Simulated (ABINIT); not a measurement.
# HfO2 (Fm-3m): Raman and infrared activity

Which lines does HfO2 (Fm-3m) show in Raman and infrared spectra?

Main program and level: ABINIT 10.8.3; DFT LDA, scalar-relativistic, plane waves, PseudoDojo norm-conserving pseudopotentials.

### 1. Set-up

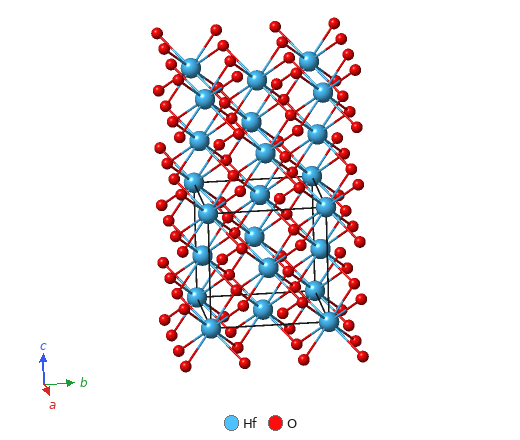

The starting structure, seen slightly off an axis (hafnium blue, oxygen red). 1×1×2 cells are drawn. This picture shows the conventional cell, with its axes. Some periodic images of atoms are drawn too.

### 2. A probe with smearing

A first run with smearing and empty bands tells whether the crystal has a gap, which decides between fixed occupations and smearing later on.

probe.abi reads:

```
# ground state
tolvrs 1.0d-08
prtden 1
prtwf 1

# basis, mesh and filling
ecut 36.0
ngkpt 6 6 6
nshiftk 1
shiftk 0.0 0.0 0.0
istwfk *1
occopt 7
tsmear 0.005
nband 19
nstep 100
diemac 9.0
prtebands 0
prtgsr 0

# cell and atoms
acell 3*1.0 Angstrom
rprim 
    0.0 2.5575 2.5575
    2.5575 0.0 2.5575
    2.5575 2.5575 0.0
ntypat 2
znucl 72 8
natom 3
typat 1 2 2
xred 
    0.0 0.0 0.0
    0.25 0.25 0.25
    0.75 0.75 0.75
pp_dirpath "./pseudo"
pseudos "Hf.upf, O.upf"
```

On the command line:

```console
$ OMP_NUM_THREADS=1 mpirun -n 4 abinit probe.abi > probe.log
```

Numbers of over 12 decimals in the logs are rounded to 6 here.

probe.abo, the main output file:

```text
[banners, grids, parts of the stress and lines that vanish by symmetry left out]
- input  file    -> probe.abi
- output file    -> probe.abo
- root for input  files -> probei
[...]
Symmetries : space group Fm -3 m (#225); Bravais cF (face-center cubic)
[...]
mpw =        2357          nfft =       64000          nkpt =          16
[...]
== DATASET  1 ==================================================================
[...]
cutoff_energies: {ecut:  36.0, pawecutdg:  -1.0, }
[...]
ETOT  1  -89.379645559250    -8.938E+01 1.504E-01 1.338E+03
 ETOT  2  -88.892877396821     4.868E-01 2.459E-02 3.176E+03
 ETOT  3  -89.688561527786    -7.957E-01 1.030E-02 6.133E+01
 ETOT  4  -89.701415295517    -1.285E-02 6.417E-03 1.508E+00
 ETOT  5  -89.701229506851     1.858E-04 1.048E-02 1.614E+00
[...]
ETOT  9  -89.701619084401    -5.620E-10 1.242E-04 5.106E-07
 ETOT 10  -89.701619084510    -1.094E-10 9.968E-05 2.107E-09
 At SCF step   10       vres2   =  2.11E-09 < tolvrs=  1.00E-08 =>converged.
[...]
sigma(1 1)=  7.83888552E-04  sigma(3 2)=  0.00000000E+00
  sigma(2 2)=  7.83888552E-04  sigma(3 1)=  0.00000000E+00
  sigma(3 3)=  7.83888552E-04  sigma(2 1)=  0.00000000E+00
[...]
convergence: {deltae: -1.094E-10, res2:  2.107E-09, residm:  9.968E-05, diffor: null, }
etotal    :  -8.97016191E+01
[...]
sigma(1 1)=  7.83888552E-04  sigma(3 2)=  0.00000000E+00
  sigma(2 2)=  7.83888552E-04  sigma(3 1)=  0.00000000E+00
  sigma(3 3)=  7.83888552E-04  sigma(2 1)=  0.00000000E+00
[...]
- sigma(1 1)=  2.30627974E+01  sigma(3 2)=  0.00000000E+00
- sigma(2 2)=  2.30627974E+01  sigma(3 1)=  0.00000000E+00
- sigma(3 3)=  2.30627974E+01  sigma(2 1)=  0.00000000E+00
[...]
fcart      1.2695255755E-31  1.8136079649E-32 -1.2695255755E-31
           strten      7.8388855164E-04  7.8388855164E-04  7.8388855164E-04
================================================================================

[key lines of the parts left out:]
pressure_GPa:  -2.3063E+01
```

Wall time 8.4 s (4 MPI ranks of Arm Neoverse V2, shared host).

Numbers from this step:

* volume per atom: 11.15 Å³
* pressure: -23.06 GPa
* gap on the k-mesh: 3.562 eV

A gap of 3.6 eV opens on this mesh, so the crystal is taken as an insulator; the printed pressure holds the stress of the finite basis too.

### 3. Relaxing the cell and atoms

The harmonic expansion needs vanishing forces, and a free crystal bears no stress, so cell and atoms are brought to rest. Stress is more sensitive to the basis than forces are: the last 3 Ha under the cutoff are smoothed with ecutsm, and the cutoff is raised above that of the later runs.

relax.abi reads:

```
# relaxation
ionmov 2
optcell 2
dilatmx 1.08
ntime 40
tolmxf 1.0d-05
tolvrs 1.0d-14
prtwf 0
prtden 0
chksymtnons 0

# basis, mesh and filling
ecut 44.0
ecutsm 3.0
ngkpt 6 6 6
nshiftk 1
shiftk 0.0 0.0 0.0
istwfk *1
occopt 1
nband 12
nstep 100
diemac 9.0
prtebands 0
prtgsr 0

# cell and atoms
acell 3*1.0 Angstrom
rprim 
    0.0 2.5575 2.5575
    2.5575 0.0 2.5575
    2.5575 2.5575 0.0
ntypat 2
znucl 72 8
natom 3
typat 1 2 2
xred 
    0.0 0.0 0.0
    0.25 0.25 0.25
    0.75 0.75 0.75
pp_dirpath "./pseudo"
pseudos "Hf.upf, O.upf"
```

On the command line:

```console
$ OMP_NUM_THREADS=1 mpirun -n 4 abinit relax.abi > relax.log
```

relax.abo, the main output file:

```text
[banners, grids, parts of the stress and lines that vanish by symmetry left out]
- input  file    -> relax.abi
- output file    -> relax.abo
- root for input  files -> relaxi
[...]
Symmetries : space group Fm -3 m (#225); Bravais cF (face-center cubic)
[...]
mpw =        3996          nfft =      110592          nkpt =          16
[...]
== DATASET  1 ==================================================================
[...]
cutoff_energies: {ecut:  44.0, pawecutdg:  -1.0, }
[...]
ETOT  1  -89.420901242093    -8.942E+01 2.069E-01 1.863E+03
 ETOT  2  -89.244032584045     1.769E-01 4.415E-03 3.102E+03
 ETOT  3  -89.690921826682    -4.469E-01 8.661E-03 9.802E+01
 ETOT  4  -89.702258461097    -1.134E-02 3.049E-04 1.703E-01
 ETOT  5  -89.702298902635    -4.044E-05 2.037E-05 1.608E-02
[...]
At SCF step   14       vres2   =  1.33E-17 < tolvrs=  1.00E-14 =>converged.
[...]
sigma(1 1)=  7.46720659E-04  sigma(3 2)=  0.00000000E+00
  sigma(2 2)=  7.46720659E-04  sigma(3 1)=  0.00000000E+00
  sigma(3 3)=  7.46720659E-04  sigma(2 1)=  0.00000000E+00
[...]
convergence: {deltae:  3.965E-12, res2:  1.332E-17, residm:  3.158E-14, diffor: null, }
etotal    :  -8.97023012E+01
[...]
ETOT  1  -89.670596824878    -8.967E+01 3.376E-03 3.827E+02
[...]
At SCF step   12       vres2   =  4.00E-15 < tolvrs=  1.00E-14 =>converged.
[...]
sigma(1 1)=  2.18998108E-04  sigma(3 2)=  0.00000000E+00
  sigma(2 2)=  2.18998108E-04  sigma(3 1)=  0.00000000E+00
  sigma(3 3)=  2.18998108E-04  sigma(2 1)=  0.00000000E+00
[...]
convergence: {deltae: -1.705E-13, res2:  3.996E-15, residm:  8.791E-18, diffor: null, }
etotal    :  -8.97097107E+01
[...]
ETOT  1  -89.704364978544    -8.970E+01 2.915E-04 5.828E+01
[...]
At SCF step   12       vres2   =  1.96E-16 < tolvrs=  1.00E-14 =>converged.
[...]
sigma(1 1)= -2.94603977E-05  sigma(3 2)=  0.00000000E+00
  sigma(2 2)= -2.94603977E-05  sigma(3 1)=  0.00000000E+00
  sigma(3 3)= -2.94603977E-05  sigma(2 1)=  0.00000000E+00
[...]
convergence: {deltae:  7.105E-13, res2:  1.965E-16, residm:  1.296E-18, diffor: null, }
etotal    :  -8.97102405E+01
[...]
ETOT  1  -89.710166048996    -8.971E+01 9.357E-09 8.184E-01
[...]
At SCF step   10       vres2   =  4.87E-15 < tolvrs=  1.00E-14 =>converged.
[...]
sigma(1 1)=  8.83478317E-07  sigma(3 2)=  0.00000000E+00
  sigma(2 2)=  8.83478317E-07  sigma(3 1)=  0.00000000E+00
  sigma(3 3)=  8.83478317E-07  sigma(2 1)=  0.00000000E+00
[...]
convergence: {deltae: -8.953E-13, res2:  4.875E-15, residm:  4.312E-18, diffor: null, }
etotal    :  -8.97102494E+01
[...]
ETOT  1  -89.710249319750    -8.971E+01 8.009E-12 6.944E-04
[...]
ETOT  8  -89.710249390402     2.800E-12 4.407E-18 1.351E-14
 ETOT  9  -89.710249390406    -3.638E-12 1.111E-19 1.728E-17
 At SCF step    9       vres2   =  1.73E-17 < tolvrs=  1.00E-14 =>converged.
[...]
sigma(1 1)=  3.32241441E-09  sigma(3 2)=  0.00000000E+00
  sigma(2 2)=  3.32241442E-09  sigma(3 1)=  0.00000000E+00
  sigma(3 3)=  3.32241441E-09  sigma(2 1)=  0.00000000E+00
[...]
convergence: {deltae: -3.638E-12, res2:  1.728E-17, residm:  1.111E-19, diffor: null, }
etotal    :  -8.97102494E+01
[...]
At Broyd/MD step   5, gradients are converged :
[...]
sigma(1 1)=  3.32241441E-09  sigma(3 2)=  0.00000000E+00
  sigma(2 2)=  3.32241442E-09  sigma(3 1)=  0.00000000E+00
  sigma(3 3)=  3.32241441E-09  sigma(2 1)=  0.00000000E+00
[...]
- sigma(1 1)=  9.77488067E-05  sigma(3 2)=  0.00000000E+00
- sigma(2 2)=  9.77488069E-05  sigma(3 1)=  0.00000000E+00
- sigma(3 3)=  9.77488068E-05  sigma(2 1)=  0.00000000E+00
[...]
fcart      8.4128252271E-32  9.3475835857E-33 -1.0282341944E-31
           strten      3.3224144096E-09  3.3224144165E-09  3.3224144130E-09
================================================================================

[key lines of the parts left out:]
pressure_GPa:  -9.7749E-05
Total energy (etotal) [Ha]= -8.97102493904056E+01
```

Run time: 37 s. Hardware: 4 MPI ranks.

The steps of the relaxation:

```csv
step,energy less that of the first step (eV),largest force (eV/Å),volume (Å³)
1,0.0000,0.0000,33.46
2,-0.2016,0.0000,31.26
3,-0.2160,0.0000,30.45
4,-0.2163,0.0000,30.55
5,-0.2163,0.0000,30.54
```

```csv
"conventional cell, symmetrised",before,after,change
a (Å),5.115,4.962,-3.0 %
b (Å),5.115,4.962,-3.0 %
c (Å),5.115,4.962,-3.0 %
volume (Å³/atom),11.15,10.18,-8.7 %
```

Final coordinates:

```cif
data_structure
_symmetry_space_group_name_H-M 'P 1'
_symmetry_Int_Tables_number 1
_cell_length_a 3.5087
_cell_length_b 3.5087
_cell_length_c 3.5087
_cell_angle_alpha 60.000
_cell_angle_beta 60.000
_cell_angle_gamma 60.000
_cell_volume 30.54
loop_
_atom_site_label
_atom_site_type_symbol
_atom_site_fract_x
_atom_site_fract_y
_atom_site_fract_z
_atom_site_occupancy
Hf1 Hf 0.00000 0.00000 0.00000 1
O2 O 0.25000 0.25000 0.25000 1
O3 O 0.75000 0.75000 0.75000 1
```

Read from the output:

* volume per atom: 10.18 Å³
* pressure: -9.77e-5 GPa

The volume changes by -8.7 % in this run and stands -8.7 % from the first cell.

### 4. Ground state

First-order wavefunctions inherit every error of the ground state, hence the very tight tolvrs. The mesh is shifted off Γ, since shifted meshes converge sums over the zone faster.

gs.abi reads:

```
# ground state
tolvrs 1.0d-16
prtden 1
prtwf 1

# basis, mesh and filling
ecut 36.0
ngkpt 6 6 6
nshiftk 4
shiftk 
    0.5 0.5 0.5
    0.5 0.0 0.0
    0.0 0.5 0.0
    0.0 0.0 0.5
istwfk *1
occopt 1
nband 12
nstep 100
diemac 9.0
prtebands 0
prtgsr 0

# cell and atoms
acell 3*1.0 Angstrom
rprim 
    0.0 2.481016795 2.481016795
    2.481016795 0.0 2.481016795
    2.481016795 2.481016795 0.0
ntypat 2
znucl 72 8
natom 3
typat 1 2 2
xred 
    0.0 0.0 0.0
    0.25 0.25 0.25
    0.75 0.75 0.75
pp_dirpath "./pseudo"
pseudos "Hf.upf, O.upf"
```

On the command line:

```console
$ OMP_NUM_THREADS=1 mpirun -n 4 abinit gs.abi > gs.log
```

gs.abo, the main output file:

```text
[banners, grids, parts of the stress and lines that vanish by symmetry left out]
- input  file    -> gs.abi
- output file    -> gs.abo
- root for input  files -> gsi
[...]
Symmetries : space group Fm -3 m (#225); Bravais cF (face-center cubic)
[...]
mpw =        2152          nfft =       46656          nkpt =          28
[...]
== DATASET  1 ==================================================================
[...]
cutoff_energies: {ecut:  36.0, pawecutdg:  -1.0, }
[...]
ETOT  1  -89.429393372455    -8.943E+01 3.859E-01 7.721E+02
 ETOT  2  -89.338032549224     9.136E-02 2.222E-03 1.125E+03
 ETOT  3  -89.702057103428    -3.640E-01 5.164E-03 2.830E+01
 ETOT  4  -89.709511404573    -7.454E-03 1.197E-04 9.200E-02
 ETOT  5  -89.709550576091    -3.917E-05 4.321E-06 4.883E-04
[...]
ETOT 13  -89.709550868505     4.263E-13 1.621E-14 5.312E-16
 ETOT 14  -89.709550868504     4.547E-13 1.032E-15 1.512E-17
 At SCF step   14       vres2   =  1.51E-17 < tolvrs=  1.00E-16 =>converged.
[...]
sigma(1 1)=  4.13733534E-05  sigma(3 2)=  0.00000000E+00
  sigma(2 2)=  4.13733534E-05  sigma(3 1)=  0.00000000E+00
  sigma(3 3)=  4.13733534E-05  sigma(2 1)=  0.00000000E+00
[...]
convergence: {deltae:  4.547E-13, res2:  1.512E-17, residm:  1.032E-15, diffor: null, }
etotal    :  -8.97095509E+01
[...]
sigma(1 1)=  4.13733534E-05  sigma(3 2)=  0.00000000E+00
  sigma(2 2)=  4.13733534E-05  sigma(3 1)=  0.00000000E+00
  sigma(3 3)=  4.13733534E-05  sigma(2 1)=  0.00000000E+00
[...]
- sigma(1 1)=  1.21724608E+00  sigma(3 2)=  0.00000000E+00
- sigma(2 2)=  1.21724608E+00  sigma(3 1)=  0.00000000E+00
- sigma(3 3)=  1.21724608E+00  sigma(2 1)=  0.00000000E+00
[...]
fcart     -4.2064126105E-32  4.2064126105E-32 -4.2064126105E-32
           strten      4.1373353408E-05  4.1373353408E-05  4.1373353408E-05
================================================================================

[key lines of the parts left out:]
pressure_GPa:  -1.2172E+00
```

Run time: 9.2 s. Hardware: 4 MPI ranks; 37 s of CPU time.

This step gave:

* pressure: -1.217 GPa

The cell stands at -1.2 GPa: the relaxation ran with a smoothed and higher cutoff and on another k mesh.

### 5. Empty bands

Empty bands on the ground state's density check that the gap assumed so far is there in this cell.

gap.abi reads:

```
# empty bands on the ground state's density
iscf -2
getden_filepath "gso_DEN"
tolwfr 1.0d-12
nbdbuf 2
prtwf 0

# basis, mesh and filling
ecut 36.0
ngkpt 8 8 8
nshiftk 1
shiftk 0.0 0.0 0.0
istwfk *1
occopt 1
nband 16
nstep 100
diemac 9.0
prtebands 0
prtgsr 0

# cell and atoms
acell 3*1.0 Angstrom
rprim 
    0.0 2.481016795 2.481016795
    2.481016795 0.0 2.481016795
    2.481016795 2.481016795 0.0
ntypat 2
znucl 72 8
natom 3
typat 1 2 2
xred 
    0.0 0.0 0.0
    0.25 0.25 0.25
    0.75 0.75 0.75
pp_dirpath "./pseudo"
pseudos "Hf.upf, O.upf"
```

On the command line:

```console
$ OMP_NUM_THREADS=1 mpirun -n 4 abinit gap.abi > gap.log
```

gap.abo, the main output file:

```text
[banners, grids, parts of the stress and lines that vanish by symmetry left out]
- input  file    -> gap.abi
- output file    -> gap.abo
- root for input  files -> gapi
[...]
Symmetries : space group Fm -3 m (#225); Bravais cF (face-center cubic)
[...]
mpw =        2148          nfft =       46656          nkpt =          29
[...]
== DATASET  1 ==================================================================
[...]
cutoff_energies: {ecut:  36.0, pawecutdg:  -1.0, }
[...]
-outvars: echo values of variables after computation
            acell      1.8897261259E+00  1.8897261259E+00  1.8897261259E+00 Bohr
================================================================================
```

It took 7 s on 4 MPI ranks; 28 s of CPU time.

This step gave:

```yaml
gap_on_the_k_mesh: 3.798 eV
```

In this cell the gap on the mesh is 3.8 eV, direct, so fixed occupations hold.

(Continued in part 2 of 2.)

[Host names and launcher messages were left out of these logs when they were recorded.]

[Logs are printed without paths, hosts, clocks, repeated set-up lines and the standing remarks that a program may print on its own settings, such as how far it seeks lower states.]

[Hosts, paths, dates, database ids (printed as entryN), source tags and the programs' standing remarks are cut or masked in the printed files.]
